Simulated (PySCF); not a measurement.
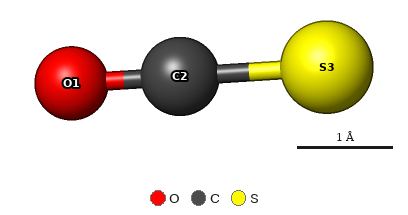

Fig. 1: The input geometry (ball-and-stick view, seen at an oblique angle; atoms are numbered from 1 in the order of the input).

# COS: polarizability calculation

- system: COS, SMILES O=C=S
- method: PBE/aug-pc-2, RKS (PySCF 2.14.0)

The run did not end well. The geometry comes from this level: PBE0-D4/def2-TZVP.

**Input (calc.py)**
```python
import numpy
from pyscf import gto, dft
from pyscf.prop.polarizability import rks

molecule = gto.M(
    atom='''
O      1.742309     1.293347     1.100104
C      0.182812     0.135682     0.115424
S     -1.925102    -1.429030    -1.215529
''',
    max_memory=1860,
    verbose=4,
    unit='bohr',
    basis='aug-pc-2',
)

mf = dft.RKS(molecule, xc='pbe')
mf.conv_tol = 1e-10
mf.grids.level = 4
mf.kernel()
if not mf.converged:
    mf = mf.newton().run(mf.mo_coeff, mf.mo_occ)

e_tot = mf.e_tot
print('E(%s) = %.9f' % ('PBE', e_tot))
pol = rks.Polarizability(mf)
alpha = pol.polarizability()
print('isotropic polarizability %.4f bohr^3' % (numpy.trace(alpha) / 3))
alpha_w = pol.polarizability_with_freq(freq=0.0774)
```

Command:
```bash
OMP_NUM_THREADS=1 python calc.py
```

**Log**
```
PySCF version 2.14.0

[INPUT] num. atoms = 3
[INPUT] num. electrons = 30
[INPUT] charge = 0
[INPUT] spin (= nelec alpha-beta = 2S) = 0
[INPUT] symmetry False subgroup None
[INPUT] Mole.unit = bohr
[INPUT] Symbol           X                Y                Z      unit          X                Y                Z       unit  Magmom
[INPUT]  1 O      0.921990217181   0.684409758212   0.582149966442 AA    1.742309000000   1.293347000000   1.100104000000 Bohr   0.0
[INPUT]  2 C      0.096739944283   0.071799822332   0.061079750393 AA    0.182812000000   0.135682000000   0.115424000000 Bohr   0.0
[INPUT]  3 S     -1.018720107097  -0.756210109721  -0.643230246012 AA   -1.925102000000  -1.429030000000  -1.215529000000 Bohr   0.0

nuclear repulsion = 79.6549886153119
number of shells = 12
number of NR pGTOs = 198
number of NR cGTOs = 142
basis = aug-pc-2
ecp = {}

******** <class 'pyscf.dft.rks.RKS'> ********
method = RKS
initial guess = minao
damping factor = 0
level_shift factor = 0
DIIS = <class 'pyscf.scf.diis.CDIIS'>
diis_start_cycle = 1
diis_space = 8
diis_damp = 0
SCF conv_tol = 1e-10
SCF conv_tol_grad = None
SCF max_cycles = 50
direct_scf = True
direct_scf_tol = 1e-13
XC library pyscf.dft.libxc version 7.0.0
    S. Lehtola, C. Steigemann, M. J.T. Oliveira, and M. A.L. Marques.,  SoftwareX 7, 1–5 (2018)
XC functionals = pbe
    J. P. Perdew, K. Burke, and M. Ernzerhof.,  Phys. Rev. Lett. 77, 3865 (1996)
    J. P. Perdew, K. Burke, and M. Ernzerhof.,  Phys. Rev. Lett. 78, 1396 (1997)
    J. P. Perdew, K. Burke, and M. Ernzerhof.,  Phys. Rev. Lett. 77, 3865 (1996)
    J. P. Perdew, K. Burke, and M. Ernzerhof.,  Phys. Rev. Lett. 78, 1396 (1997)
radial grids:
    Treutler-Ahlrichs [JCP 102, 346 (1995); DOI:10.1063/1.469408] (M4) radial grids

becke partition: Becke, JCP 88, 2547 (1988); DOI:10.1063/1.454033
pruning grids: <function nwchem_prune>
grids dens level: 4
symmetrized grids: False
atomic radii adjust function: <function treutler_atomic_radii_adjust>
small_rho_cutoff = 0
Set gradient conv threshold to 1e-05
Initial guess from minao.
tot grids = 85560
init E= -511.76457082684
  HOMO = -0.305978713602449  LUMO = -0.0882965944336657  gap/eV = 5.92343
cycle= 1 E= -511.252259926191  delta_E= 0.512  |g|= 0.657  |ddm|= 2.11
  HOMO = -0.238102808797985  LUMO = -0.0232639209296191  gap/eV = 5.84606
cycle= 2 E= -510.324152909296  delta_E= 0.928  |g|= 2.18  |ddm|= 1.93
  HOMO = -0.251334995534237  LUMO = -0.05950188480793  gap/eV = 5.22004
cycle= 3 E= -511.302624422922  delta_E= -0.978  |g|= 0.296  |ddm|= 1.86
  HOMO = -0.27707507259558  LUMO = -0.0601919230277702  gap/eV = 5.90169
cycle= 4 E= -511.317268731441  delta_E= -0.0146  |g|= 0.21  |ddm|= 0.655
  HOMO = -0.280341233323354  LUMO = -0.0749192496088597  gap/eV = 5.58982
cycle= 5 E= -511.329307746507  delta_E= -0.012  |g|= 0.0516  |ddm|= 0.468
  HOMO = -0.274945594554856  LUMO = -0.069252442698318  gap/eV = 5.59720
cycle= 6 E= -511.32998868449  delta_E= -0.000681  |g|= 0.0095  |ddm|= 0.144
  HOMO = -0.274900247771588  LUMO = -0.0693898978339142  gap/eV = 5.59222
cycle= 7 E= -511.330016578211  delta_E= -2.79e-05  |g|= 0.000892  |ddm|= 0.0253
  HOMO = -0.274989453928502  LUMO = -0.0694720085848516  gap/eV = 5.59241
cycle= 8 E= -511.330016812062  delta_E= -2.34e-07  |g|= 0.000209  |ddm|= 0.00287
  HOMO = -0.274980383255628  LUMO = -0.0694511983481828  gap/eV = 5.59273
cycle= 9 E= -511.330016821038  delta_E= -8.98e-09  |g|= 6.8e-06  |ddm|= 0.00038
  HOMO = -0.274979933763471  LUMO = -0.0694503919778035  gap/eV = 5.59274
cycle= 10 E= -511.330016821044  delta_E= -5.91e-12  |g|= 2.88e-06  |ddm|= 8.75e-06
  HOMO = -0.27497993912083  LUMO = -0.0694508457578932  gap/eV = 5.59273
```

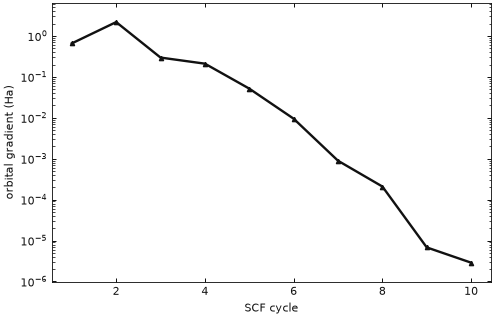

Fig. 2: Convergence of the self-consistent field: orbital gradient against the SCF cycle. The run ended after 10 cycles.

```
Extra cycle  E= -511.33001682101  delta_E= 3.43e-11  |g|= 1.16e-05  |ddm|= 1.9e-05
converged SCF energy = -511.33001682101
E(PBE) = -511.330016821
Isotropic polarizability 34.5290151278
Polarizability anisotropy 6.9791268729
isotropic polarizability 34.5290 bohr^3
```

**What the run reported**

| quantity | value |
| --- | --- |
| outcome | stopped at the time limit |
| basis functions | 142 |
| hardware | 1 thread of Arm Neoverse V2, 24 GiB of memory available, shared host |
| wall time | 2.6 min |
| peak memory | 0.97 GiB |

The run was cut off by its time limit, so the output is incomplete.
